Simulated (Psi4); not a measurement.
# SnH3 (SMILES [SnH3]) at UB3LYP/def2-TZVP (core potential)

What is the vertical doublet–quartet gap of SnH3 at UB3LYP/def2-TZVP (core potential)? 

The results are computed with Psi4 1.11.

1 further run of the same task is left out (set aside as unsound or not needed).

**1. The structure to begin with**

SnH3: 4 atoms, total charge 0, spin state doublet. SMILES: `[SnH3]`. Geometry: relaxed at PBE0-D4/def2-TZVP.

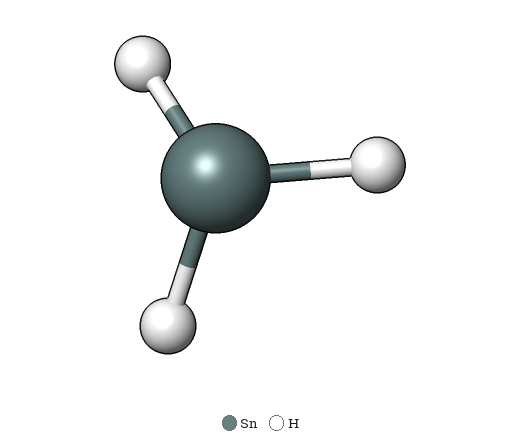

Viewed from a chosen angle; tin teal, hydrogen white.

**2. A single-point energy at UB3LYP/def2-TZVP (core potential)**

calc.in

```
memory 1600 MB

molecule molecule1 {
  0 2
  Sn
  H 1 R2
  H 1 R3 2 A3
  H 1 R4 3 A4 2 D4

  R2 = 1.714805
  R3 = 1.714782
  A3 = 109.64397
  R4 = 1.714845
  A4 = 109.64518
  D4 = -120.42759
  symmetry c1
}

set {
  basis                def2-TZVP
  reference            uks
  puream               true
  e_convergence        1e-09
  d_convergence        1e-08
  scf_type             pk
  dft_radial_points    99
  dft_spherical_points 590
  maxiter              200
}

energy('b3lyp')
print_variables()
```

Command:

```
$ psi4 -n 1 calc.in calc.out
```

calc.out, shortened:

```text
[...]
    !!!  WARNING: ECP capability is in beta. Please check occupations closely.  !!!
[...]
  Running in c1 symmetry.
[...]
  Nuclear repulsion =   20.933400285367721
[...]
  Multiplicity = 2
[...]
  Nalpha       = 13
  Nbeta        = 12
[...]
    Number of basis functions: 68
[...]
 WARNING: Atomic UHF is not converging! Try casting from a smaller basis or call Rob at CCMST.
   -------------------------
[...]
   @UKS iter   1:  -215.95724046268379   -1.11552e+00   8.65225e-03 DIIS/ADIIS
[...]
   @UKS iter  11:  -216.12012652304392   -2.44427e-12   8.76721e-09 DIIS
[...]
   @S^2 Observed:                7.510671110E-01
[...]
    Orbital Energies [Eh]
    ---------------------
    Alpha Occupied:
       1A     -5.099392     2A     -3.442720     3A     -3.437261
       4A     -3.437261     5A     -1.023751     6A     -1.023750
       7A     -1.023292     8A     -1.018409     9A     -1.018409
      10A     -0.517462    11A     -0.334410    12A     -0.334407
      13A     -0.216650
    Alpha Virtual:
      14A      0.007818    15A      0.016587    16A      0.016589
      17A      0.091877    18A      0.091878    19A      0.095626
      20A      0.139535    21A      0.154009    22A      0.154009
      23A      0.255331    24A      0.289921    25A      0.289921
[...]
  @UKS Final Energy:  -216.12012652304392
   => Energetics <=
    Nuclear Repulsion Energy =             20.9334002853677212
    One-Electron Energy =                -419.5585249055319537
    Two-Electron Energy =                 198.0724326771350263
    DFT Exchange-Correlation Energy =     -15.5674345800147282
    Empirical Dispersion Energy =           0.0000000000000000
    VV10 Nonlocal Energy =                  0.0000000000000000
    Total Energy =                       -216.1201265230439219
[...]
 Multipole Moments:
 ------------------------------------------------------------------------------------
     Multipole            Electronic (a.u.)      Nuclear  (a.u.)        Total (a.u.)
 ------------------------------------------------------------------------------------
 L = 1.  Multiply by 2.5417464519 to convert [e a0] to [Debye]
 Dipole X            :         -2.2061150            2.0922220           -0.1138929
 Dipole Y            :         -1.2626300            1.1974798           -0.0651502
 Dipole Z            :         -0.8900244            0.8440835           -0.0459409
 Magnitude           :                                                    0.1390206
[...]
```

Run time: 7.5 s. Hardware: 1 thread of Intel Xeon 6975P-C (Granite Rapids), shared host; peak memory 0.67 GiB.

**3. The quartet: energy and gradient at UB3LYP/def2-TZVP (core potential)**

input.inp

```
memory 1600 mb

molecule {
  0 4
  Sn     0.52950126    -0.39986605    -0.51343859
  H      1.99403901     0.02078699     2.34647293
  H     -2.12594189    -2.21513696    -0.12094247
  H     -0.29271858     2.48026554    -1.75045331
  units au
  symmetry c1
  no_reorient
  no_com
}

set {
  basis def2-TZVP
  reference uks
  puream true
  e_convergence 1e-09
  d_convergence 1e-08
  scf_type pk
  dft_radial_points 99
  dft_spherical_points 590
  maxiter 200
}

E, wfn = gradient("b3lyp", return_wfn=True)
oeprop(wfn, "QUADRUPOLE", "DIPOLE", "WIBERG_LOWDIN_INDICES", title="B3LYP")
print_variables()
```

Command:

```
$ psi4 -n 1 input.inp input.out
```

input.out, shortened:

```text
[...]
    !!!  WARNING: ECP capability is in beta. Please check occupations closely.  !!!
[...]
  Running in c1 symmetry.
[...]
  Nuclear repulsion =   20.933398958520826
[...]
  Multiplicity = 4
[...]
  Nalpha       = 14
  Nbeta        = 11
[...]
    Number of basis functions: 68
[...]
   @UKS iter   1:  -215.67285210750794   -8.05357e-01   9.02525e-03 DIIS/ADIIS
[...]
   @UKS iter  27:  -215.85873188119771   -3.09797e-12   5.94431e-09 DIIS
[...]
   @S^2 Observed:                3.754960063E+00
[...]
  @UKS Final Energy:  -215.85873188119771
   => Energetics <=
    Nuclear Repulsion Energy =             20.9333989585208258
    One-Electron Energy =                -418.8115946471343705
    Two-Electron Energy =                 197.5725961192976001
    DFT Exchange-Correlation Energy =     -15.5531323118817362
    Empirical Dispersion Energy =           0.0000000000000000
    VV10 Nonlocal Energy =                  0.0000000000000000
    Total Energy =                       -215.8587318811977127
[...]
  -Total Gradient:
     Atom            X                  Y                   Z
    ------   -----------------  -----------------  -----------------
       1        0.026195011763     0.046856528508     0.013610142726
       2       -0.046141157033     0.001535420759    -0.064553780096
       3        0.005204806653     0.015508135391     0.006398227119
       4        0.014743592855    -0.063901136417     0.044544898133
[...]
 Multipole Moments:
 ------------------------------------------------------------------------------------
     Multipole            Electronic (a.u.)      Nuclear  (a.u.)        Total (a.u.)
 ------------------------------------------------------------------------------------
 L = 1.  Multiply by 2.5417464519 to convert [e a0] to [Debye]
 Dipole X            :        -10.8997679           11.2244063            0.3246384
 Dipole Y            :          8.6689719           -8.5111375            0.1578344
 Dipole Z            :         10.7346842          -10.8205718           -0.0858877
 Magnitude           :                                                    0.3710505
 L = 2.  Multiply by 1.3450342976 to convert [e a0^2] to [Debye ang]
 Quadrupole XX       :        -36.6834037           14.7496795          -21.9337242
 Quadrupole XY       :          0.2631954           -0.6333680           -0.3701726
[...]
```

It took 17 s on 1 thread of Intel Xeon 6975P-C (Granite Rapids), shared host; peak memory 0.67 GiB.

**4. Outcome**

At UB3LYP/def2-TZVP (core potential):

```
                                        quantity          value
                           doublet: total energy  -216.12013 Eh
                          doublet: dipole moment         0.35 D
     doublet: HOMO energy (highest over α and β)       -5.90 eV
      doublet: LUMO energy (lowest over α and β)       -3.48 eV
                                   doublet: ⟨S²⟩          0.751
                           quartet: total energy  -215.85873 Eh
                          quartet: dipole moment         0.94 D
     quartet: HOMO energy (highest over α and β)       -2.09 eV
                                   quartet: ⟨S²⟩          3.755
               quartet: largest force on an atom     4.081 eV/Å
vertical energy of the quartet above the doublet       7.113 eV
```

In words: At this shape the quartet lies 7.11 eV (164 kcal/mol) above the doublet.
